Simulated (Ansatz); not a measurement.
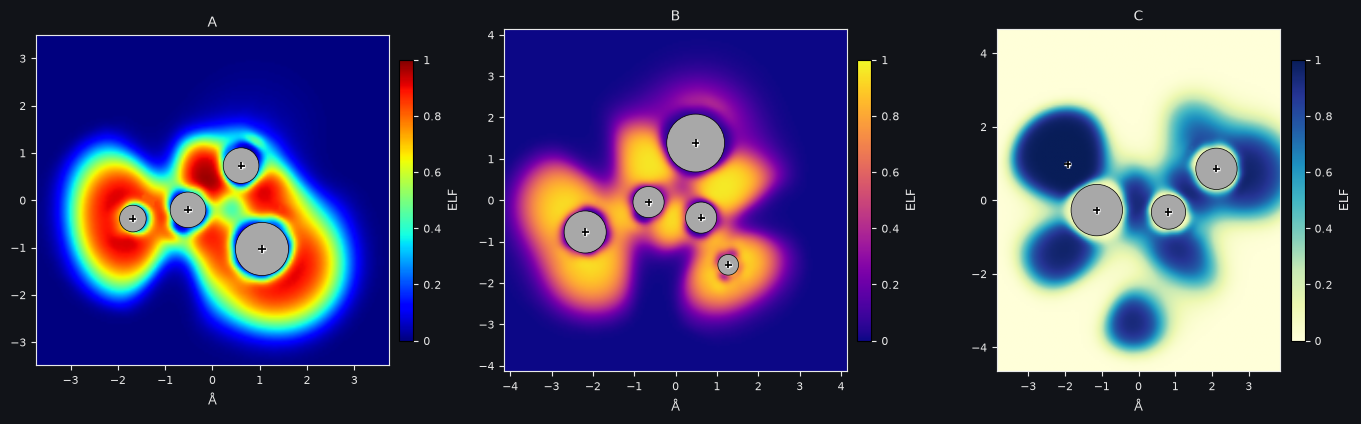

The ELF of 3 systems, each on a plane through atoms (crosses mark nuclei in the plane; grey discs cover the cores).

Theory: RKS PBE0-D4/def2-TZVPP in Ansatz.

System 1: C₂H₂ClFSi (SMILES FC1=C(Cl)[SiH2]1), the plane of atoms C2, C3 and Si5. Geometry: PBE0-D4/def2-TZVP.

```yaml
atoms:
  - { symbol: F, position_ang: [1.1078, -1.3132, 1.5150] }
  - { symbol: C, position_ang: [0.4729, -0.5665, 0.6384] }
  - { symbol: C, position_ang: [-0.5168, -0.7350, -0.2269] }
  - { symbol: Cl, position_ang: [-1.5548, -1.9739, -0.7350] }
  - { symbol: Si, position_ang: [0.1366, 0.9698, -0.2549] }
  - { symbol: H, position_ang: [-0.5979, 2.0983, 0.3675] }
  - { symbol: H, position_ang: [1.0135, 1.4525, -1.3498] }
```

System 2: C₂F₂OS (SMILES O=C1SC1(F)F), the plane of atoms S3, C2 and C4. Geometry: PBE0-D4/def2-TZVP.

```json
{"atom": "O", "x (Å)": "0.9295", "y (Å)": "-1.5862", "z (Å)": "0.8640"}
{"atom": "C", "x (Å)": "0.2446", "y (Å)": "-0.8389", "z (Å)": "0.2592"}
{"atom": "S", "x (Å)": "-1.1496", "y (Å)": "-0.7591", "z (Å)": "-0.8273"}
{"atom": "C", "x (Å)": "-0.0787", "y (Å)": "0.5325", "z (Å)": "-0.1285"}
{"atom": "F", "x (Å)": "0.7079", "y (Å)": "1.2082", "z (Å)": "-0.9598"}
{"atom": "F", "x (Å)": "-0.6116", "y (Å)": "1.3794", "z (Å)": "0.7463"}
```

System 3: BH₅SSi₂ (SMILES SB1[SiH2][SiH2]1), the plane of atoms S1, B2 and Si4. Geometry: PBE0-D4/def2-TZVP.

```yaml
atoms:
  - { symbol: S, position_ang: [-1.0892, 0.9978, -2.0061] }
  - { symbol: B, position_ang: [-0.5340, 0.5928, -0.3903] }
  - { symbol: Si, position_ang: [1.2793, 0.6749, 0.3411] }
  - { symbol: Si, position_ang: [-0.3422, -1.0318, 0.6726] }
  - { symbol: H, position_ang: [-2.1193, 0.1384, -2.1443] }
  - { symbol: H, position_ang: [1.4849, 1.1476, 1.7321] }
  - { symbol: H, position_ang: [2.5017, 0.7938, -0.4932] }
  - { symbol: H, position_ang: [-0.5381, -0.9616, 2.1413] }
  - { symbol: H, position_ang: [-0.5545, -2.3981, 0.1298] }
```

Question: Which map belongs to which system?

Answer: Panel A is system 2, C₂F₂OS: the plane holds O, C and S. C–O (1.18 Å): the ELF peaks at about 0.85 between the atoms; a short, multiple covalent bond. Panel B is system 1, C₂H₂ClFSi: the plane holds F, C, Cl and Si. C–F (1.31 Å): the ELF peaks at about 0.85 between the atoms; a polar covalent bond. Panel C is system 3, BH₅SSi₂: the plane holds S, B, Si and H. B–S (1.76 Å): the ELF peaks at about 0.95 between the atoms (a covalent bond).
